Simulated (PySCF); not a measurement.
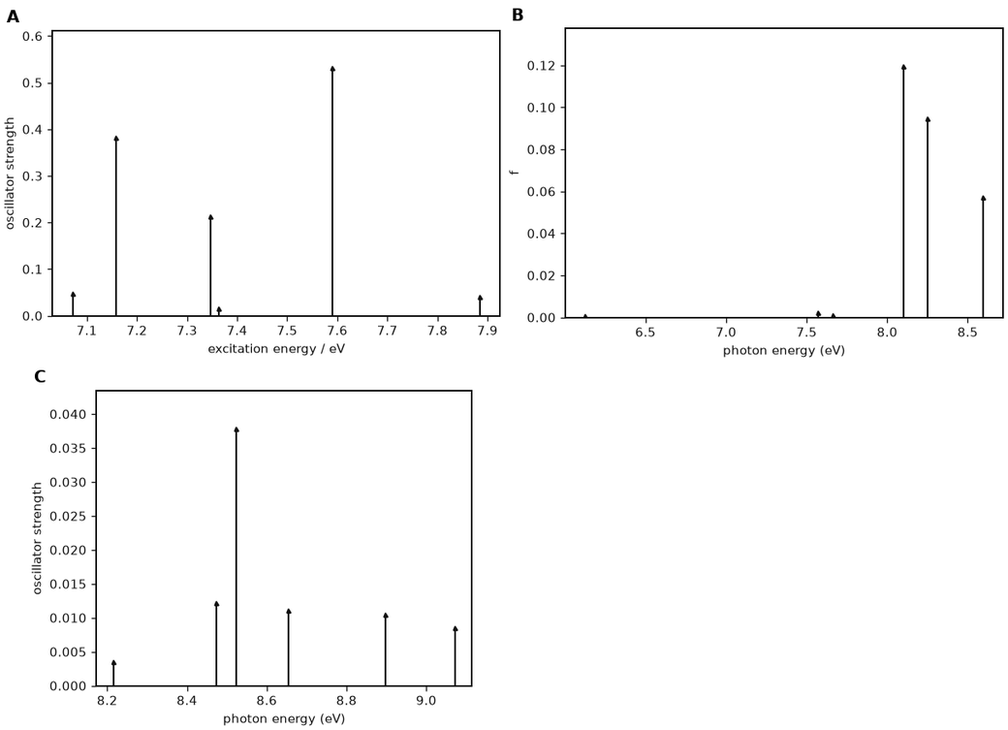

Vertical TDDFT excitations, ωB97X-D/def2-SVPD (IEF-PCM chloroform) in PySCF, at a PBE0-D3(BJ)/def2-SVP geometry (no frequency check). Each panel shows the lowest singlet states that were computed.

**Pair each panel with its molecule.**
1. C₄H₁₄Ge₂, SMILES C[C](C)(C)[GeH2][GeH3], singlet
2. C₅H₉F, SMILES CC[C@@H]1C[C@H]1F
3. C₄H₇ClO₂ (methyl 3-chloropropanoate), SMILES COC(=O)CCCl

A: 1 (S1 at 7.07 eV, brightest at 7.59 eV)
B: 3 (S1 at 6.13 eV, brightest at 8.10 eV)
C: 2 (S1 at 8.22 eV, brightest at 8.52 eV)

Limits of at least one run: core orbitals are frozen in the response; one conformer of a flexible molecule.
